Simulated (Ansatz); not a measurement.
The reference is ZnCu2SnS4 (space group I-4, No. 82; a = 5.317 Å, c = 10.643 Å).

Modification: cell and atoms relaxed at a pressure of 22.5 GPa.

Computed with LDA in Ansatz (plane waves to 420 eV, PAW, no spin-orbit coupling).

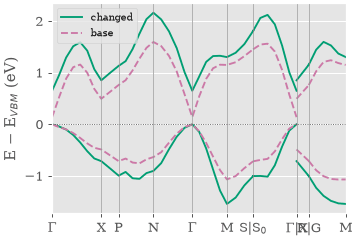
Figure: Highest valence and lowest conduction band along the path, each from its own valence-band maximum

The gap is 0.65 eV, direct at Γ; the base has 0.14 eV.

Load acts through the strain it causes; cell and atoms are relaxed under it. No phonon test of stability was made. No other phases were tried under pressure. All final runs are without spin polarisation. The zero or small gap of ZnCu2SnS4 can change with the level of theory.

Ansatz is a quantum-chemistry and plane-wave program.
